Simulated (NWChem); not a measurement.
## C2H6F2OSi: single-point calculation

C2H6F2OSi, SMILES C[Si](F)(F)CO, computed with BP86/cc-pVDZ, RKS (NWChem 7.2.2).

The geometry comes from this level: PBE0-D4/def2-TZVP.

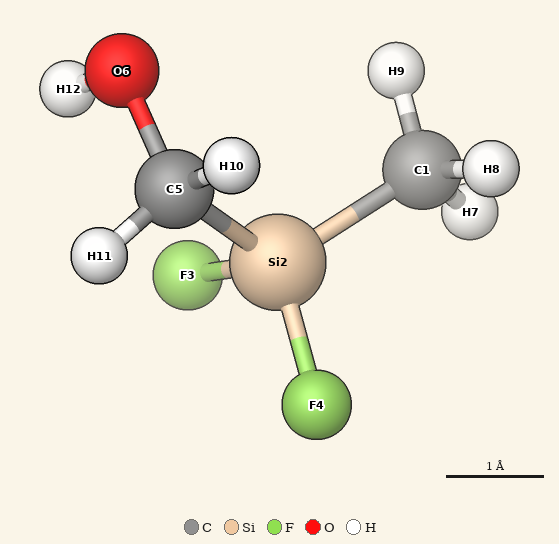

The structure (ball-and-stick view, seen at a tilt; atoms are numbered from 1 in the order of the input). Bond lengths as drawn: C–H 1.09 to 1.10 Å, C–O 1.43 Å, C–Si 1.84 to 1.87 Å, F–Si 1.59 to 1.60 Å and H–O 0.96 Å.

## Input file
```
start mymol
title "C2H6F2OSi BP86"
memory stack 3200 mb heap 800 mb global 4000 mb

geometry noautosym nocenter noautoz
C       -1.555200      -0.440100       0.648200
Si       0.151400      -0.748000       0.032300
F        1.114400      -1.017900       1.280900
F        0.182300      -2.068900      -0.859500
C        0.933200       0.664600      -0.909400
O        1.111400       1.783500      -0.042500
H       -1.884000      -1.247800       1.305800
H       -2.259700      -0.365900      -0.183500
H       -1.587100       0.497700       1.207500
H        0.276600       0.999700      -1.717100
H        1.875200       0.360100      -1.386000
H        1.718600       1.527800       0.657200
end

basis "ao basis" spherical
C library cc-pVDZ
Si library cc-pVDZ
F library cc-pVDZ
O library cc-pVDZ
H library cc-pVDZ
end

dft
xc becke88 perdew86
grid fine
convergence energy 1e-08 damp 0 ncydp 10
maxiter 100
mulliken
noprint "final vectors analysis"
end

task dft energy
```

Run on 56 threads of Arm Neoverse N1, 90 GiB of memory available, host not shared.

Launch command:
```bash
nwchem mymol.nw > mymol.out
```

## Output
```
Northwest Computational Chemistry Package (NWChem) 7.2.2
             --------------------------------------------------------

           Job information
           ---------------

    nwchem branch   = 7.2.2
    use scalapack   = T
    input           = mymol.nw
    prefix          = mymol.
    data base       = ./mymol.db
    status          = startup
    nproc           =        1

           Memory information
           ------------------

    heap     =  104857598 doubles =    800.0 Mbytes
    stack    =  419430395 doubles =   3200.0 Mbytes
    global   =  524288000 doubles =   4000.0 Mbytes (distinct from heap & stack)
    total    = 1048575993 doubles =   8000.0 Mbytes
    verify   = yes
    hardfail = no

           Directory information
           ---------------------

  0 permanent = .
  0 scratch   = .

                                NWChem Input Module
                                -------------------

                                  C2H6F2OSi BP86
                                  --------------

 Scaling coordinates for geometry "geometry" by  1.889725989
 (inverse scale =  0.529177249)

                             Geometry "geometry" -> ""
                             -------------------------

 Output coordinates in angstroms (scale by  1.889725989 to convert to a.u.)

  No.       Tag          Charge          X              Y              Z
 ---- ---------------- ---------- -------------- -------------- --------------
    1 C                    6.0000    -1.55520000    -0.44010000     0.64820000
    2 Si                  14.0000     0.15140000    -0.74800000     0.03230000
    3 F                    9.0000     1.11440000    -1.01790000     1.28090000
    4 F                    9.0000     0.18230000    -2.06890000    -0.85950000
    5 C                    6.0000     0.93320000     0.66460000    -0.90940000
    6 O                    8.0000     1.11140000     1.78350000    -0.04250000
    7 H                    1.0000    -1.88400000    -1.24780000     1.30580000
    8 H                    1.0000    -2.25970000    -0.36590000    -0.18350000
    9 H                    1.0000    -1.58710000     0.49770000     1.20750000
   10 H                    1.0000     0.27660000     0.99970000    -1.71710000
   11 H                    1.0000     1.87520000     0.36010000    -1.38600000
   12 H                    1.0000     1.71860000     1.52780000     0.65720000

      Atomic Mass
      -----------

      C                 12.000000
      Si                27.976930
      F                 18.998400
      O                 15.994910
      H                  1.007825

 Effective nuclear repulsion energy (a.u.)     334.7722959541

            Nuclear Dipole moment (a.u.)
            ----------------------------
        X                 Y               Z
 ---------------- ---------------- ----------------
    32.2929605010   -39.4321563133     4.1980262836

            XYZ format geometry
            -------------------
    12
 geometry
 C                    -1.55520000    -0.44010000     0.64820000
 Si                    0.15140000    -0.74800000     0.03230000
 F                     1.11440000    -1.01790000     1.28090000
 F                     0.18230000    -2.06890000    -0.85950000
 C                     0.93320000     0.66460000    -0.90940000
 O                     1.11140000     1.78350000    -0.04250000
 H                    -1.88400000    -1.24780000     1.30580000
 H                    -2.25970000    -0.36590000    -0.18350000
 H                    -1.58710000     0.49770000     1.20750000
 H                     0.27660000     0.99970000    -1.71710000
 H                     1.87520000     0.36010000    -1.38600000
 H                     1.71860000     1.52780000     0.65720000

 ==============================================================================
                                internuclear distances
 ------------------------------------------------------------------------------
       center one      |      center two      | atomic units |  angstroms
 ------------------------------------------------------------------------------
    2 Si               |   1 C                |     3.47762  |     1.84028
    3 F                |   2 Si               |     3.02310  |     1.59976
    4 F                |   2 Si               |     3.01234  |     1.59406
    5 C                |   2 Si               |     3.53204  |     1.86908
    6 O                |   5 C                |     2.69590  |     1.42661
    7 H                |   1 C                |     2.06398  |     1.09221
    8 H                |   1 C                |     2.06452  |     1.09250
    9 H                |   1 C                |     2.06431  |     1.09238
   10 H                |   5 C                |     2.06646  |     1.09352
   11 H                |   5 C                |     2.07632  |     1.09874
   12 H                |   6 O                |     1.81616  |     0.96107
 ------------------------------------------------------------------------------
                         number of included internuclear distances:         11
 ==============================================================================

 ==============================================================================
                                 internuclear angles
 ------------------------------------------------------------------------------
        center 1       |       center 2       |       center 3       |  degrees
 ------------------------------------------------------------------------------
    2 Si               |   1 C                |   7 H                |   110.91
    2 Si               |   1 C                |   8 H                |   110.77
    2 Si               |   1 C                |   9 H                |   110.00
    7 H                |   1 C                |   8 H                |   108.33
    7 H                |   1 C                |   9 H                |   108.53
    8 H                |   1 C                |   9 H                |   108.22
    1 C                |   2 Si               |   3 F                |   108.98
    1 C                |   2 Si               |   4 F                |   110.11
    1 C                |   2 Si               |   5 C                |   115.47
    3 F                |   2 Si               |   4 F                |   106.57
    3 F                |   2 Si               |   5 C                |   105.60
    4 F                |   2 Si               |   5 C                |   109.65
    2 Si               |   5 C                |   6 O                |   109.81
    2 Si               |   5 C                |  10 H                |   110.65
    2 Si               |   5 C                |  11 H                |   111.57
    6 O                |   5 C                |  10 H                |   106.47
    6 O                |   5 C                |  11 H                |   111.95
   10 H                |   5 C                |  11 H                |   106.22
    5 C                |   6 O                |  12 H                |   108.22
 ------------------------------------------------------------------------------
                            number of included internuclear angles:         19
 ==============================================================================

                      Basis "ao basis" -> "" (spherical)
                      -----
  [basis functions not shown]

 Summary of "ao basis" -> "" (spherical)
 ------------------------------------------------------------------------------
       Tag                 Description            Shells   Functions and Types
 ---------------- ------------------------------  ------  ---------------------
 C                          cc-pVDZ                  6       14   3s2p1d
 Si                         cc-pVDZ                  8       18   4s3p1d
 F                          cc-pVDZ                  6       14   3s2p1d
 O                          cc-pVDZ                  6       14   3s2p1d
 H                          cc-pVDZ                  3        5   2s1p

  perdew86 is a nonlocal functional; adding perdew81 local functional.

                                 NWChem DFT Module
                                 -----------------

                                  C2H6F2OSi BP86

 Summary of "ao basis" -> "ao basis" (spherical)
 ------------------------------------------------------------------------------
       Tag                 Description            Shells   Functions and Types
 ---------------- ------------------------------  ------  ---------------------
 C                          cc-pVDZ                  6       14   3s2p1d
 Si                         cc-pVDZ                  8       18   4s3p1d
 F                          cc-pVDZ                  6       14   3s2p1d
 O                          cc-pVDZ                  6       14   3s2p1d
 H                          cc-pVDZ                  3        5   2s1p

  Caching 1-el integrals
  itol2e modified to match energy
  convergence criterion.
  tol_rho modified to match energy
  convergence criterion.

            General Information
            -------------------
          SCF calculation type: DFT
          Wavefunction type:  closed shell.
          No. of atoms     :    12
          No. of electrons :    58
           Alpha electrons :    29
            Beta electrons :    29
          Charge           :     0
          Spin multiplicity:     1
          Use of symmetry is: off; symmetry adaption is: off
          Maximum number of iterations: 100
          AO basis - number of functions:   118
                     number of shells:    56
          Convergence on energy requested:  1.00D-08
          Convergence on density requested:  1.00D-05
          Convergence on gradient requested:  5.00D-04

              XC Information
              --------------
                    Becke 1988 Exchange Functional  1.000
                Perdew 1981 Correlation Functional  1.000 local
                Perdew 1986 Correlation Functional  1.000 non-local

             Grid Information
             ----------------
          Grid used for XC integration:  fine
          Radial quadrature: Mura-Knowles
          Angular quadrature: Lebedev.
          Tag              B.-S. Rad. Rad. Pts. Rad. Cut. Ang. Pts.
          ---              ---------- --------- --------- ---------
          C                   0.70       70          11.0       590
          Si                  1.10      123          10.0       770
          F                   0.50       70          11.0       590
          O                   0.60       70          12.0       590
          H                   0.35       60          12.0       590
          Grid pruning is: on
          Number of quadrature shells:   833
          Spatial weights used:  Erf1

          Convergence Information
          -----------------------
          Convergence aids based upon iterative change in
          total energy or number of iterations.
          Levelshifting, if invoked, occurs when the
          HOMO/LUMO gap drops below (HL_TOL):  1.00D-02
          DIIS, if invoked, will attempt to extrapolate
          using up to (NFOCK): 10 stored Fock matrices.

                    Damping( 0%)  Levelshifting(0.5)       DIIS
                  --------------- ------------------- ---------------
          dE  on:    start            ASAP                start
          dE off:   10 iters        100 iters           100 iters

      Screening Tolerance Information
      -------------------------------
          Density screening/tol_rho:  1.00D-11
          AO Gaussian exp screening on grid/accAOfunc:  18
          CD Gaussian exp screening on grid/accCDfunc:  20
          XC Gaussian exp screening on grid/accXCfunc:  20
          Schwarz screening/accCoul:  1.00D-09

      Superposition of Atomic Density Guess
      -------------------------------------

 Sum of atomic energies:        -640.69463763

      Non-variational initial energy
      ------------------------------

 Total energy =    -643.018761
 1-e energy   =   -1552.065940
 2-e energy   =     574.274883
 HOMO         =      -0.312290
 LUMO         =       0.062728

  WARNING: movecs_in_org=atomic not equal to movecs_in=./mymol.movecs
   Time after variat. SCF:      2.8

     ---------------------------------------------
      Total Density - Mulliken Population Analysis
     ---------------------------------------------

    Atom       Charge   Shell Charges
 -----------   ------   -------------------------------------------------------
    1 C    6     6.53   2.00  0.72  0.49  2.12  1.17  0.01
    2 Si  14    12.62   2.00  2.01  0.71  0.20  6.01  0.96  0.34  0.41
    3 F    9     9.55   2.00  0.91  1.00  3.51  2.12  0.00
    4 F    9     9.54   2.00  0.91  1.00  3.51  2.12  0.00
    5 C    6     6.05   2.00  0.71  0.47  1.86  0.92  0.07
    6 O    8     8.56   2.00  0.86  0.87  2.98  1.84  0.01
    7 H    1     0.87   0.66  0.18  0.03
    8 H    1     0.87   0.66  0.18  0.03
    9 H    1     0.87   0.66  0.18  0.03
   10 H    1     0.91   0.69  0.20  0.03
   11 H    1     0.92   0.69  0.20  0.03
   12 H    1     0.70   0.55  0.08  0.07
   Time prior to 1st pass:      2.8

 Integral file          = ./mymol.aoints.0
 Record size in doubles =  65536        No. of integs per rec  =  43688
 Max. records in memory =    767        Max. records in file   = 831576
 No. of bits per label  =      8        No. of bits per value  =     64

 #quartets = 1.134D+06 #integrals = 1.995D+07 #direct =  0.0% #cached =100.0%

 Grid_pts file          = ./mymol.gridpts.0
 Record size in doubles =  12289        No. of grid_pts per rec  =   3070
 Max. records in memory =    231        Max. recs in file   =   4434715

 Grid integrated density:      58.000008884657
 Requested integration accuracy:   0.10E-06

           Memory utilization after 1st SCF pass:
           Heap Space remaining (MW):       51.75            51746102
          Stack Space remaining (MW):      419.43           419429452

   convergence    iter        energy       DeltaE   RMS-Dens  Diis-err    time
 ---------------- ----- ----------------- --------- --------- ---------  ------
 d= 0,ls=0.0,diis     1   -644.2462306917 -9.79D+02  1.44D-02  1.19D+00    13.7
 Grid integrated density:      58.000011536449
 Requested integration accuracy:   0.10E-06
 d= 0,ls=0.0,diis     2   -644.0608389265  1.85D-01  8.08D-03  3.48D+00    16.5
 Grid integrated density:      58.000009637316
 Requested integration accuracy:   0.10E-06
 d= 0,ls=0.0,diis     3   -644.3639723016 -3.03D-01  1.25D-03  5.34D-02    19.3
 Grid integrated density:      58.000009568321
 Requested integration accuracy:   0.10E-06
 d= 0,ls=0.0,diis     4   -644.3677684808 -3.80D-03  5.29D-04  5.97D-03    22.0
 Grid integrated density:      58.000009710085
 Requested integration accuracy:   0.10E-06
 d= 0,ls=0.0,diis     5   -644.3683888187 -6.20D-04  1.58D-04  8.50D-04    25.2
 Grid integrated density:      58.000009691539
 Requested integration accuracy:   0.10E-06
  Resetting Diis
 d= 0,ls=0.0,diis     6   -644.3684935405 -1.05D-04  3.30D-05  4.03D-05    28.5
 Grid integrated density:      58.000009684777
 Requested integration accuracy:   0.10E-06
 d= 0,ls=0.0,diis     7   -644.3684972149 -3.67D-06  2.42D-05  4.65D-06    31.6
 Grid integrated density:      58.000009688103
 Requested integration accuracy:   0.10E-06
 d= 0,ls=0.0,diis     8   -644.3684962023  1.01D-06  1.59D-05  1.63D-05    34.9
 Grid integrated density:      58.000009686501
 Requested integration accuracy:   0.10E-06
 d= 0,ls=0.0,diis     9   -644.3684976756 -1.47D-06  1.53D-06  8.68D-08    38.1
 Grid integrated density:      58.000009686104
 Requested integration accuracy:   0.10E-06
 d= 0,ls=0.0,diis    10   -644.3684976917 -1.61D-08  3.08D-07  3.20D-09    41.3
 Grid integrated density:      58.000009686175
 Requested integration accuracy:   0.10E-06
 d= 0,ls=0.0,diis    11   -644.3684976885  3.15D-09  6.53D-08  1.30D-10    44.5

         Total DFT energy =     -644.368497688526
      One electron energy =    -1556.635720482642
           Coulomb energy =      641.218460543264
    Exchange-Corr. energy =      -63.723533703275
 Nuclear repulsion energy =      334.772295954127

 Numeric. integr. density =       58.000009686175

     Total iterative time =     41.7s

     ---------------------------------------------
      Total Density - Mulliken Population Analysis
     ---------------------------------------------

    Atom       Charge   Shell Charges
 -----------   ------   -------------------------------------------------------
    1 C    6     6.23   2.02  0.65  0.45  2.15  0.96  0.02
    2 Si  14    13.39   2.00  2.03  0.79  0.11  6.02  1.35  0.46  0.62
    3 F    9     9.27   2.01  0.89  1.01  3.34  2.02  0.00
    4 F    9     9.25   2.01  0.89  1.00  3.34  2.01  0.00
    5 C    6     6.04   2.01  0.67  0.42  2.08  0.77  0.08
    6 O    8     8.26   2.01  0.84  0.87  2.85  1.67  0.01
    7 H    1     0.93   0.73  0.17  0.03
    8 H    1     0.94   0.73  0.17  0.03
    9 H    1     0.93   0.73  0.17  0.03
   10 H    1     0.95   0.75  0.17  0.03
   11 H    1     0.96   0.75  0.18  0.03
   12 H    1     0.85   0.70  0.07  0.08

     -------------------------------------------
      Total Density - Lowdin Population Analysis
     -------------------------------------------

    Atom       Charge   Shell Charges
 -----------   ------   -------------------------------------------------------
    1 C    6     6.22   1.88  0.56  0.40  1.91  1.38  0.08
    2 Si  14    13.70   2.00  1.78  0.68  0.35  5.91  1.31  0.70  0.99
    3 F    9     9.09   1.92  0.92  0.86  3.21  2.18  0.00
    4 F    9     9.08   1.92  0.92  0.86  3.20  2.17  0.00
    5 C    6     6.15   1.89  0.57  0.40  1.86  1.21  0.22
    6 O    8     8.01   1.91  0.81  0.68  2.68  1.90  0.03
    7 H    1     0.95   0.61  0.26  0.09
    8 H    1     0.95   0.61  0.26  0.08
    9 H    1     0.95   0.60  0.26  0.09
   10 H    1     0.96   0.62  0.26  0.08
   11 H    1     0.98   0.62  0.27  0.08
   12 H    1     0.96   0.57  0.18  0.21

 center of mass
 --------------
 x =   0.62940573 y =  -0.78555469 z =   0.08398643

 moments of inertia (a.u.)
 ------------------
         820.703553202509        -132.119064563478          22.740802220418
        -132.119064563478         564.600780148037          13.112747467424
          22.740802220418          13.112747467424         895.545649535229

     Multipole analysis of the density
     ---------------------------------

     L   x y z        total         alpha         beta         nuclear
     -   - - -        -----         -----         ----         -------
     0   0 0 0     -0.000000    -29.000000    -29.000000     58.000000

     1   1 0 0     -0.239216    -16.266088    -16.266088     32.292961
     1   0 1 0      0.233902     19.833029     19.833029    -39.432156
     1   0 0 1      0.002355     -2.097836     -2.097836      4.198026

     2   2 0 0    -28.173034   -119.677146   -119.677146    211.181258
     2   1 1 0      1.210729    -25.216186    -25.216186     51.643101
     2   1 0 1     -0.253562     10.442650     10.442650    -21.138861
     2   0 2 0    -35.626710   -179.122557   -179.122557    322.618404
     2   0 1 1      0.067412      7.507851      7.507851    -14.948290
     2   0 0 2    -30.173559    -81.910809    -81.910809    133.648059

 Parallel integral file used     457 records with       0 large values

 Task  times  cpu:       44.3s     wall:       44.5s
 Total times  cpu:       44.3s     wall:       44.5s
```

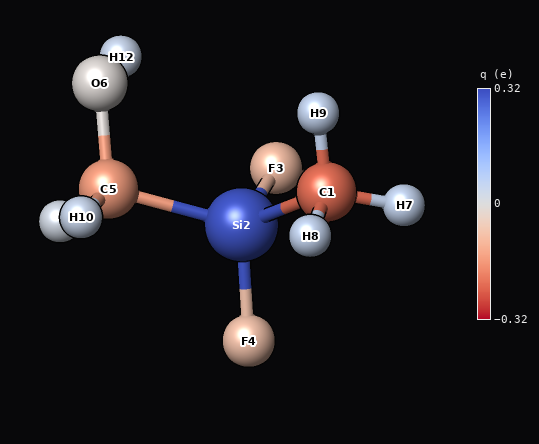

Löwdin charges, as the colour of each atom (ball-and-stick view, seen at a tilt; atoms are numbered from 1 in the order of the input). By element: C −0.22 to −0.15, Si +0.30, F −0.09 to −0.08, O −0.01 and H +0.02 to +0.05 e.

## Key numbers

```tsv
quantity	value
outcome	converged
total energy	−644.368498 hartree
basis functions	118
dipole moment	0.85 D
wall time	45 s (CPU time 45 s)
peak memory	0.32 GiB
```

## Notes

Further notes kept with the run: grid integrates the density poorly.
